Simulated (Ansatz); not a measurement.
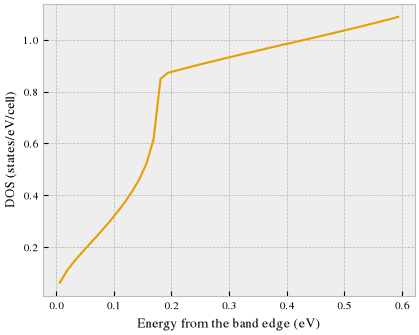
Figure: Density of states of HfS2 (P-3m1) above the conduction band minimum, PBEsol+D3BJ with spin-orbit coupling, rigid bands (Ansatz, a first-principles code); cell volume 60.8 Å³.

Q: What effective density of states at 300 K does this give (∫ g(E) exp(−E/k_BT) dE, both spins, divided by the cell's size)?

A: 5.3e19 cm⁻³, a density-of-states mass of 1.64 mₑ, valleys and band degeneracy included.

Geometry: cell and atoms relaxed with PBEsol+D3(BJ).

Computed structure with no diffraction record at hand here (it may be known, metastable or hypothetical): HfS2 (P-3m1). PBEsol with a dispersion correction tends to overbind, so the cell can be several per cent short, in bad cases over ten, which usually narrows a gap: HfS2 (P-3m1).
